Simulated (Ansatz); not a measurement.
BrClHNSi (triplet)

```yaml
atoms:
  - { symbol: Br, position_ang: [-0.9726, 0.9477, 0.8105] }
  - { symbol: Cl, position_ang: [-3.8748, -0.8802, -0.2053] }
  - { symbol: N, position_ang: [-4.0039, 1.7931, 1.2947] }
  - { symbol: Si, position_ang: [-3.0715, 0.2894, 1.3222] }
  - { symbol: H, position_ang: [-4.4142, 2.0922, 2.1890] }
```

Geometry: B3LYP/6-31G*.

Computed with isolated molecule in a Gaussian basis; Kohn-Sham density functional theory, functional PBE0 in Ansatz 0.2.0.

Question: What will maps of the electron density, electron localisation function and spin density show?

Answer: Si–Cl (2.08 Å): the density is about 0.85 e/Å³ at the midpoint; the ELF peaks at about 0.85 between the atoms (a shared but strongly polarised pair).
Si–Br (2.26 Å): ρ is about 0.73 e/Å³ halfway, with its minimum of 0.58 e/Å³ about 0.8 Å from Si; the ELF peaks at about 0.85 between the atoms: a shared but strongly polarised pair.
The unpaired spin (2 electrons) lies mostly on N3 (about 1.0), Si4 (about 0.7), Br1 (about 0.2) and Cl2 (about 0.1), in electrons by Hirshfeld's partition.

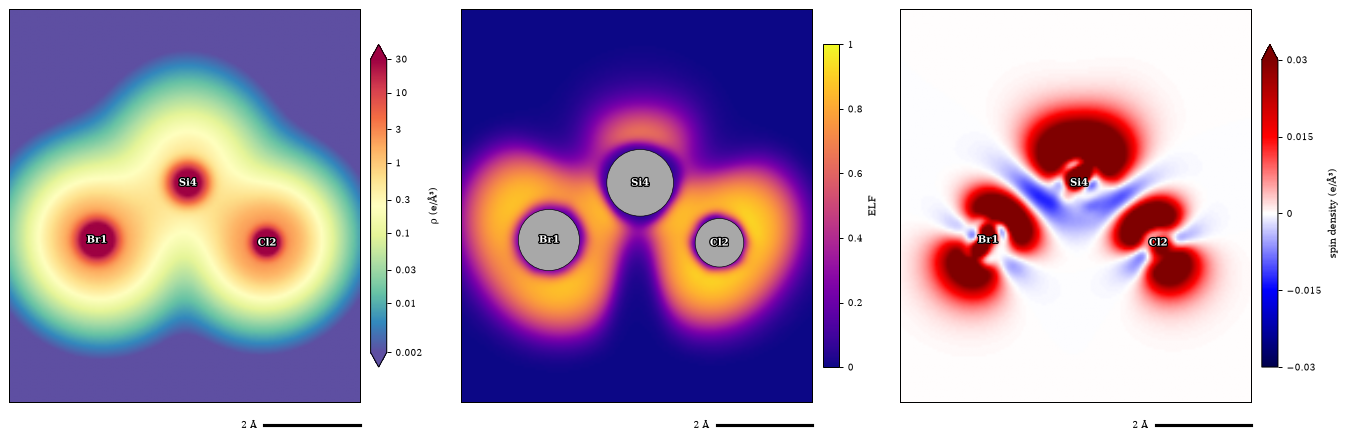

Computed electron density, electron localisation function and spin density on the plane of atoms Br1, Si4 and Cl2, in this order. Grey discs cover the atomic cores in the ELF map. 
